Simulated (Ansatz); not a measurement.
**GaCo (Pm-3m): the Drude term of Re ε in the infrared**

Re ε of GaCo (Pm-3m) at low photon energies is read from one computed spectrum; the carriers' damping was typed as γ = 0.03 eV.

Symmetry: Pm-3m, No. 221, cubic system. The conventional cell has a = 2.878 Å, b = 2.878 Å, c = 2.878 Å, α = 90.00°, β = 90.00°, γ = 90.00°. Around Ga on site b lie 8 Co at 2.49 Å. Co on site a is surrounded by 8 Ga at 2.49 Å.

Method: Ansatz 0.2.0, PBE, independent particles, k-mesh 12×12×12 with interpolation inside its cells, Gaussian parameter 0.15 eV.

Launch of the response step: `ansatz run input.yaml --threads 4 --pin off --max-ram 8192MiB --backend cpu --events-out ev --progress --plain --runs-dir out`. The run took 8 s, on 4 threads of Intel(R) Xeon(R) Platinum 8488C (Sapphire Rapids), with other jobs on the host.

| photon energy E (eV) | wavelength (µm) | Re ε |
| --- | --- | --- |
| 0.25 | 4.96 | ? |
| 0.30 | 4.13 | -130.7 |
| 0.35 | 3.54 | -83.8 |
| 0.40 | 3.10 | -55.0 |
| 0.50 | 2.48 | -25.5 |
| 0.60 | 2.07 | -13.3 |
| 0.70 | 1.77 | -7.2 |

A Drude term over a constant background gives Re ε = ε_b − ωp²/(E² + γ²), linear in 1/(E² + γ²).

Working, on the rows shown:

| x = 1/(E² + γ²) (eV⁻²) | y = Re ε |
| --- | --- |
| 11.0011 | -130.7 |
| 8.10373 | -83.8 |
| 6.21504 | -55 |
| 3.98565 | -25.5 |
| 2.77085 | -13.3 |
| 2.03707 | -7.2 |

Means: x̄ = 5.6856, ȳ = -52.583. Σ(x − x̄)(y − ȳ) = -818.1, Σ(x − x̄)² = 59.08. Slope = -818.1 / 59.08 = -13.85; intercept = ȳ − slope · x̄ = 26.149. The line misses the rows shown by at most 5.1.

**Question.** What does the fit predict for the withheld row, and how well does it do?

**Answer.** At x = 15.773 the line gives y = -192.27. The run gave -209.9, so the extrapolation is off by 18, 9 % of the range in the table. Beyond its data the fit drifts from the curve.

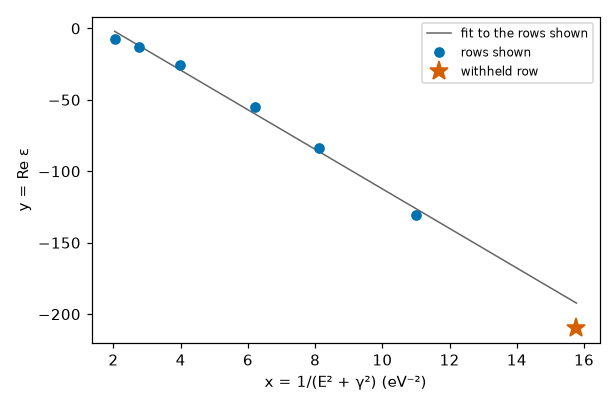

Refitted with all rows, the slope is -14.89 and the intercept 31.056. These give ωp = √(−slope) = 3.86 eV, against 4.11 eV from the program's Fermi-surface sum, and an intercept of 31.1. Taking the program's Drude term off the rows leaves 57 at the lowest energy and 27 at the highest, so the background isn't constant: interband transitions lie in or near the window, and neither fitted number can be trusted. The values come from a sum over the points of one k-mesh and carry its error, which is largest for Fermi-surface quantities. Spin-orbit coupling is left out.
